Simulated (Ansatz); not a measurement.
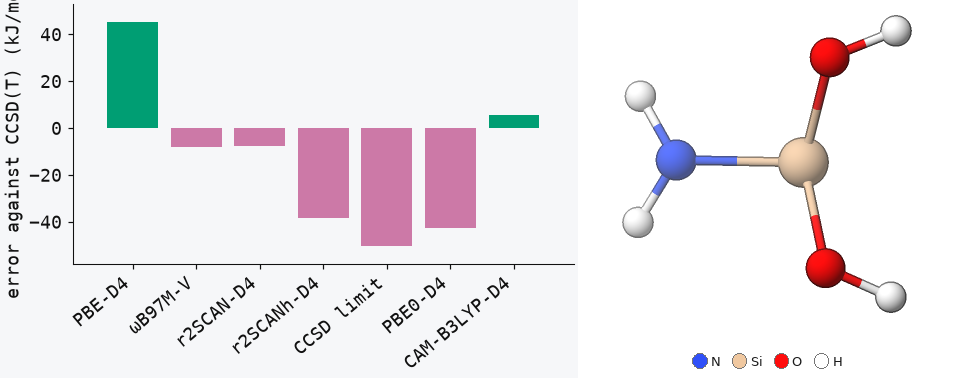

Error in the electronic atomisation energy (method less reference, so positive means overbinding) of SiNH₄O₂, SMILES N[Si](O)O, doublet: functionals in def2-TZVPP against frozen-core CCSD(T) at the limit (MP2 extrapolated from triple and quadruple zeta, plus CCSD(T) less MP2 in a smaller set), which gives 2971.9 kJ/mol, at a PBE0-D4/def2-TZVP geometry (a minimum by its frequencies), no zero-point or spin-orbit term, the Ansatz code. The reference leaves out core correlation, a term that grows with the number of heavy atoms. Limit means the basis limit.

Q: Which of these levels overbind, and which underbind?

A: Overbind: PBE-D4. Underbind: r2SCANh-D4, CCSD limit and PBE0-D4. Within 20 kJ/mol of zero, too close to call in view of what the reference leaves out: ωB97M-V, r2SCAN-D4 and CAM-B3LYP-D4.

Q: Give the values.

A:
```csv
level,kJ/mol
PBE-D4,45.3
ωB97M-V,−8.1
r2SCAN-D4,−7.6
r2SCANh-D4,−38.4
CCSD limit,−50.4
PBE0-D4,−42.9
CAM-B3LYP-D4,5.4
```
